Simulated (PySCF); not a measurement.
# ClH₃HfO₃, SMILES `O[Hf](O)(O)Cl`: electronic structure

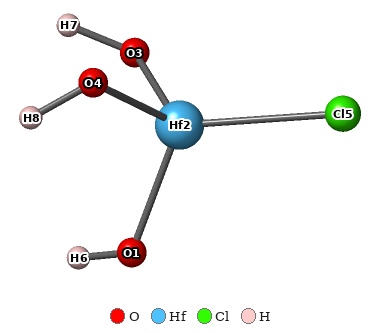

The molecule, with its atoms numbered as below. No frequency check shows the geometry to be a minimum.

Coordinates in Å:

```
O1      -0.9340   -0.5653   -1.5757
Hf2     -0.1164    0.0001    0.0002
O3      -0.9363    1.6462    0.2976
O4      -0.9366   -1.0819    1.2762
Cl5      2.1262    0.0000    0.0005
H6      -1.7670   -0.1432   -1.8120
H7      -1.7699    1.6388    0.7802
H8      -1.7694   -1.4971    1.0274
```

Part 1: Bonding charge

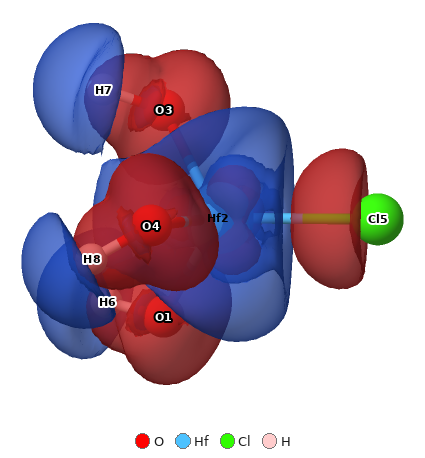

Deformation density (molecule less spherical, spin-averaged free atoms at the same positions), surfaces at ±0.04 e/Å³; red: gain, blue: loss.

PySCF calculation, ωB97X/def2-TZVP, gas phase; geometry: GFN2-xTB. Core potentials replace the inner electrons of Hf; spin–orbit coupling isn't included. This is a single-reference result, which may miss multireference character in this system.

Question: How much density has each bond gained at its critical point, relative to the free atoms?

Answer: Hf2–O3, O1–Hf2 and Hf2–O4: +0.10 e/Å³ at the bond critical point (bond length 1.86 Å, Mayer order 1.1); up to 0.6 Å beside the axis the gain reaches +0.39 e/Å³. Hf2–Cl5: +0.07 e/Å³ at the bond critical point (bond length 2.24 Å, Mayer order 1.1); up to 0.6 Å beside the axis the gain reaches +0.21 e/Å³. In all, 2.2 electrons gather in the regions of gain relative to the promolecule. A small or negative value marks a very polar bond, one between electron-rich atoms, whose free-atom densities already overlap strongly, a long bond to a heavier atom, or a closed-shell contact such as a hydrogen bond.

Question: Where do the Hirshfeld charges lie?

Answer: The highest Hirshfeld charge is on Hf2 (+0.82 e), the lowest on O1, O3 and O4 (−0.37 e).

```csv
atom,charge (e)
O1,−0.37
Hf2,+0.82
O3,−0.37
O4,−0.37
Cl5,−0.21
H6,+0.17
H7,+0.17
H8,+0.17
```

Part 2: Electrostatic potential

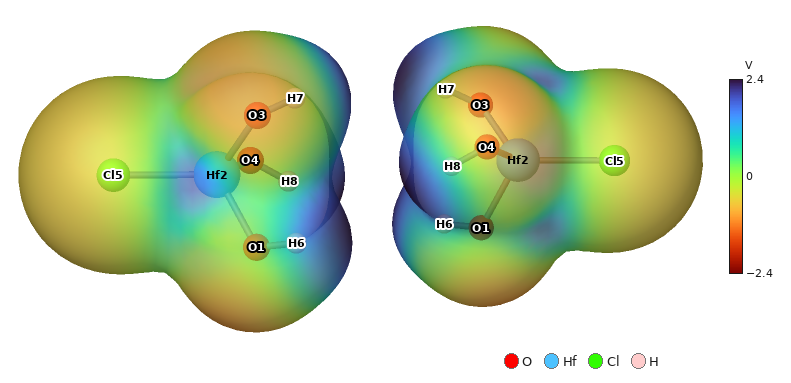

Electrostatic potential on the surface of electron density 0.001 a.u. (back view left, front view right).

Question: Where are the extremes of the potential on the surface?

Answer: Highest: 2.40 V, 1.2 Å from H8. Further maxima include 1.77 V, off the Hf2–O4 bond (2.1 to 2.3 Å from its atoms). Lowest: −1.02 V, 1.8 Å from O1, and at like points elsewhere. Further minima include −0.63 V, 2.1 Å from Cl5, and at like points elsewhere. The surface is sampled at points, so like sites can differ by a few per cent and only the strongest of them is named.

Part 3: In an electric field

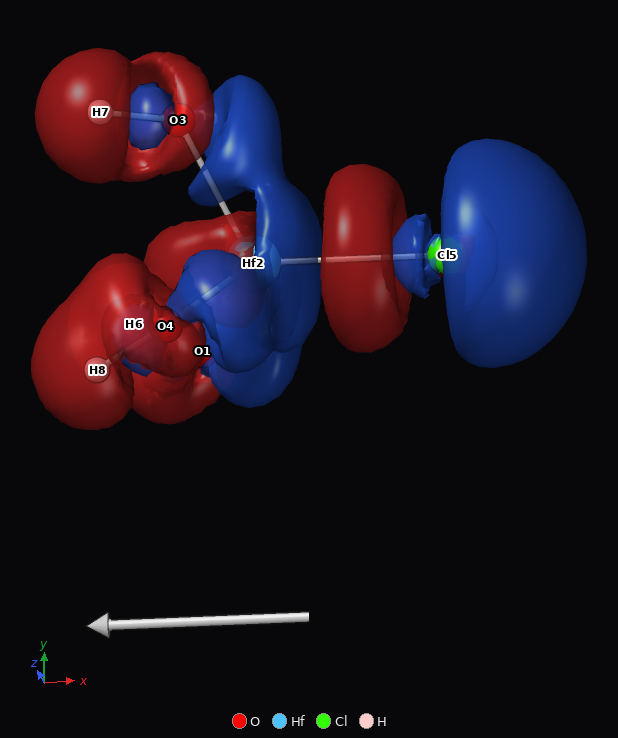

Change of the electron density in a uniform field of 0.21 V/Å along −x (arrow), surfaces at ±0.0015 e/Å³ (blue: gain, red: loss).

Computed with PySCF, ωB97X/def2-TZVP, geometry: GFN2-xTB. Core potentials replace the inner electrons of Hf; spin–orbit coupling isn't included. This is a single-reference result, which may miss multireference character in this system. A basis without diffuse functions makes polarisabilities too small.

The field was applied in both directions; the picture shows the one opposite to the script's first.

Question: What dipole is induced, and what polarisability does it imply?

Answer: The induced dipole is 0.64 D (along the field); α along this axis, from the fields in both directions, is 63 bohr³ (9.4 Å³).

The PySCF runs shown took 13 s and 22 s on 1 thread of AMD EPYC 9R45 96-Core Processor (Zen 5), on a shared host.
